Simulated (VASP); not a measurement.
Band structure of InSb (relaxed from the h-BN structure, space group P6_3/mmc). All values below come from r2SCAN meta-GGA, VASP's PBE PAW potentials (set 64) (plane waves; VASP).

Unless said otherwise, spin-orbit coupling is left out, though it shifts the bands of the heavy elements here.

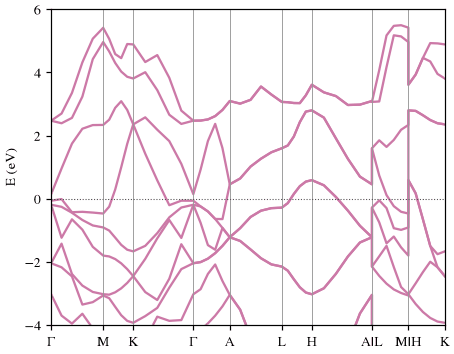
*Bands along high-symmetry lines, zero at the valence-band maximum or, without a gap, the Fermi level*

### Question
Read the plot: is there a gap, and where are the band edges?

### Answer
It has no gap at this level: it comes out as a metal or semimetal.

The structure was generated: InSb was put into the h-BN type (P6_3/mmc), which need not be its known phase. It was relaxed first, which changed the volume by -39 %.
